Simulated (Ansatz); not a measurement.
Take SrO in the rock salt structure (space group Fm-3m, No. 225; a = 5.1224 Å) as the base. Axes: x, y, z lie along the cube axes.

Now apply this change: biaxial strain +0.83 %, plane normal [111], relaxed out of plane (Cartesian); in-plane vectors clamped, the third vector and the atoms free.

Computed with PBEsol (Ansatz, an electronic-structure program; PAW; 420 eV plane waves; scalar-relativistic without spin-orbit coupling).

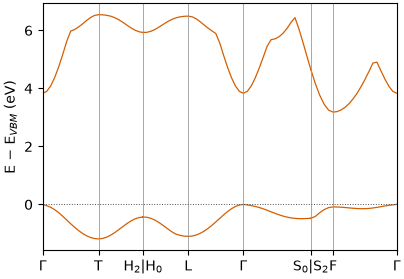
Highest valence and lowest conduction band along the path of the changed cell's own zone

The gap is 3.18 eV, indirect, Γ → F; the base has 3.20 eV.

Stability against distortions was not tested. k-point labels follow each cell's own Brillouin zone.
